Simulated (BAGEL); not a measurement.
**B3LYP/cc-pVDZ (density fitting with qzvpp-jkfit) run of [CH4BCl2]− (SMILES Cl[BH2-]CCl)**

What is the energy change on altering one bond length of [CH4BCl2]− at B3LYP/cc-pVDZ (density fitting with qzvpp-jkfit)? 

Program for the calculation: BAGEL 1.2.2.

4 further runs of the same task are left out: 2 that didn't finish, 2 set aside as unsound or not needed. Runs told in other sessions of the task aren't counted.

## Step 1: Starting point

[CH4BCl2]−: 8 atoms, total charge -1, spin state singlet. As SMILES, `Cl[BH2-]CCl`. The coordinates come from a GFN2-xTB relaxation. This is one conformer, not always the lowest.

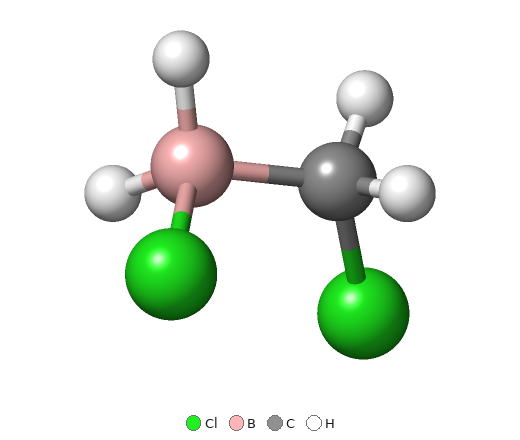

Viewed from a chosen angle; chlorine green, boron pink, carbon grey, hydrogen white.

## Step 2: The energy at B3LYP/cc-pVDZ (density fitting with qzvpp-jkfit)

input.json

```json
{ "bagel" : [

{
  "title" : "molecule",
  "basis" : "cc-pvdz.json",
  "df_basis" : "qzvpp-jkfit",
  "angstrom" : true,
  "geometry" : [
    { "atom" : "Cl", "xyz" : [      -1.861810,       1.172250,       0.212220 ] },
    { "atom" : "B", "xyz" : [      -0.017030,       0.837840,       0.103280 ] },
    { "atom" : "C", "xyz" : [       0.216930,      -0.779390,       0.023380 ] },
    { "atom" : "Cl", "xyz" : [       0.037740,      -1.503870,      -1.600540 ] },
    { "atom" : "H", "xyz" : [       0.400710,       1.424710,      -0.855170 ] },
    { "atom" : "H", "xyz" : [       0.461980,       1.226640,       1.139520 ] },
    { "atom" : "H", "xyz" : [      -0.475420,      -1.340620,       0.654700 ] },
    { "atom" : "H", "xyz" : [       1.236900,      -1.037570,       0.322610 ] }
  ]
},

{
  "title" : "ks",
  "xc_func" : "b3lyp",
  "charge" : -1
},

{
  "title" : "print",
  "file" : "orbitals.molden",
  "orbitals" : true
}

]}
```

The basis set cc-pVDZ is read from a file made from the Basis Set Exchange's data (not shown).

Run with:

```bash
$ BAGEL_NUM_THREADS=1 BAGEL input.json > input.out
```

The program printed:

```text
* using 1 threads per process

  ===============================================================
  ===============================================================

  *** Geometry ***

  { "atom" : "Cl", "xyz" : [     -3.518311,      2.215231,      0.401038 ] },
  { "atom" : "B", "xyz" : [     -0.032182,      1.583288,      0.195171 ] },
  { "atom" : "C", "xyz" : [      0.409938,     -1.472834,      0.044182 ] },
  { "atom" : "Cl", "xyz" : [      0.071318,     -2.841902,     -3.024582 ] },
  { "atom" : "H", "xyz" : [      0.757232,      2.692312,     -1.616037 ] },
  { "atom" : "H", "xyz" : [      0.873016,      2.318014,      2.153381 ] },
  { "atom" : "H", "xyz" : [     -0.898414,     -2.533405,      1.237204 ] },
  { "atom" : "H", "xyz" : [      2.337402,     -1.960723,      0.609645 ] },

  Number of auxiliary basis functions:      478

  Since a DF basis is specified, we compute 2- and 3-index integrals:
    o Being stored without compression. Storage requirement is 0.027 GB

  Number of basis functions:       84
  Number of electrons      :       49

    * METHOD: MOLECULE                             0.58

  *** Kohn-Sham DFT ***

    * Removing 15500 points whose weight is below 1.00e-10
    * Grid points: 103748

  === Nuclear Repulsion ===
   181.2843420913

       - DIIS with orbital gradients will be used.

  === KS iteration (b3lyp / cc-pvdz.json) ===
      0       -963.22761578          0.09365200           1.06
      1       -947.82315546          0.15532106           0.89
      2       -940.06072513          0.12270007           0.93
      3       -964.00993125          0.11975757           0.87
      4       -985.66586732          0.01966256           0.90
      5       -985.81716054          0.01035643           0.88
      6       -985.88853042          0.00313423           1.08
      7       -985.89428115          0.00116917           0.94
      8       -985.89507946          0.00032140           0.96
      9       -985.89509835          0.00023010           0.92
     10       -985.89513751          0.00001475           0.88
     11       -985.89513765          0.00000280           0.88
     12       -985.89513765          0.00000165           1.03
     13       -985.89513766          0.00000029           1.00
     14       -985.89513766          0.00000004           0.96
     15       -985.89513766          0.00000003           1.05
     16       -985.89513766          0.00000002           0.94
     17       -985.89513766          0.00000000           0.83
    * SCF iteration converged.

    * Permanent dipole moment:
           (   -0.125575,     1.199082,     0.184339) a.u.

    * METHOD: KS                                  18.89

    * METHOD: PRINT                                0.05

  ===============================================================
```

Wall time 20 s (1 thread of AMD EPYC, shared host); peak memory 0.43 GiB.

## Step 3: The distorted shape, same level

job.json

```json
{ "bagel": [

{
  "title": "molecule",
  "basis": "cc-pvdz.json",
  "df_basis": "qzvpp-jkfit",
  "angstrom": "true",
  "geometry": [
    { "atom": "Cl", "xyz": [   -1.307900,    1.621258,   -0.292863 ] },
    { "atom": "B", "xyz": [    0.536880,    1.286848,   -0.401803 ] },
    { "atom": "C", "xyz": [    0.770840,   -0.330382,   -0.481703 ] },
    { "atom": "Cl", "xyz": [    0.591650,   -1.054862,   -2.105623 ] },
    { "atom": "H", "xyz": [    0.954620,    1.873718,   -1.360253 ] },
    { "atom": "H", "xyz": [    1.015890,    1.675648,    0.634437 ] },
    { "atom": "H", "xyz": [   -0.475420,   -1.340620,    0.654700 ] },
    { "atom": "H", "xyz": [    1.790810,   -0.588562,   -0.182473 ] }
  ]
},
{ "title": "ks", "xc_func": "b3lyp", "charge": -1 },
{ "title": "print", "file": "orbitals.molden", "orbitals": "true" }

]}
```

The basis set cc-pVDZ is read from a file made from the Basis Set Exchange's data (not shown).

Run with:

```bash
$ BAGEL_NUM_THREADS=1 BAGEL job.json > job.out
```

The program printed:

```text
* using 1 threads per process

  ===============================================================
  ===============================================================

  *** Geometry ***

  { "atom" : "Cl", "xyz" : [     -2.471573,      3.063734,     -0.553431 ] },
  { "atom" : "B", "xyz" : [      1.014556,      2.431790,     -0.759298 ] },
  { "atom" : "C", "xyz" : [      1.456676,     -0.624331,     -0.910287 ] },
  { "atom" : "Cl", "xyz" : [      1.118056,     -1.993400,     -3.979051 ] },
  { "atom" : "H", "xyz" : [      1.803970,      3.540814,     -2.570506 ] },
  { "atom" : "H", "xyz" : [      1.919754,      3.166516,      1.198912 ] },
  { "atom" : "H", "xyz" : [     -0.898414,     -2.533405,      1.237204 ] },
  { "atom" : "H", "xyz" : [      3.384140,     -1.112221,     -0.344824 ] },

  Number of auxiliary basis functions:      478

  Since a DF basis is specified, we compute 2- and 3-index integrals:
    o Being stored without compression. Storage requirement is 0.027 GB

  Number of basis functions:       84
  Number of electrons      :       49

    * METHOD: MOLECULE                             0.55

  *** Kohn-Sham DFT ***

    * Removing 14797 points whose weight is below 1.00e-10
    * Grid points: 104451

  === Nuclear Repulsion ===
   178.4063111176

       - DIIS with orbital gradients will be used.

  === KS iteration (b3lyp / cc-pvdz.json) ===
      0       -962.74432411          0.08945433           1.42
      1       -948.23180997          0.14678586           0.93
      2       -939.67204447          0.10976135           0.90
      3       -964.89339167          0.11440074           0.85
      4       -985.03057663          0.02709663           0.84
      5       -985.46287103          0.01925853           0.83
      6       -985.71320429          0.00892798           0.81
      7       -985.76286057          0.00573656           0.81
      8       -985.78299968          0.00113121           0.82
      9       -985.78342247          0.00053877           0.82
     10       -985.78366961          0.00010346           0.84
     11       -985.78367611          0.00004294           0.86
     12       -985.78367751          0.00001094           0.93
     13       -985.78367745          0.00001341           0.89
     14       -985.78367758          0.00000063           0.85
     15       -985.78367758          0.00000030           0.84
     16       -985.78367758          0.00000009           0.95
     17       -985.78367758          0.00000006           0.90
     18       -985.78367758          0.00000002           0.90
     19       -985.78367758          0.00000001           0.85
    * SCF iteration converged.

    * Permanent dipole moment:
           (   -0.481213,     0.777032,     0.760370) a.u.

    * METHOD: KS                                  19.63

    * METHOD: PRINT                                0.04

  ===============================================================
```

It took 21 s on 1 thread of AMD EPYC, shared host; peak memory 0.43 GiB.

## Step 4: What came out

At B3LYP/cc-pVDZ (density fitting with qzvpp-jkfit):

```
                                                              quantity          value
                                             first shape: total energy  -985.89514 Eh
                                              first shape: HOMO energy       -1.67 eV
                                              first shape: LUMO energy        5.91 eV
    first shape: HOMO–LUMO gap (to an unbound level, set by the basis)        7.57 eV
                                         distorted shape: total energy  -985.78368 Eh
                                          distorted shape: HOMO energy       -1.86 eV
                                          distorted shape: LUMO energy        2.72 eV
distorted shape: HOMO–LUMO gap (to an unbound level, set by the basis)        4.58 eV
     energy change with the C3–H7 bond stretched from 1.092 to 1.966 Å       3.033 eV
```

In words: With the C3–H7 bond stretched from 1.092 to 1.966 Å the energy rises by 3.03 eV (293 kJ/mol). The first shape isn't relaxed at this level, so the change isn't measured from a minimum.
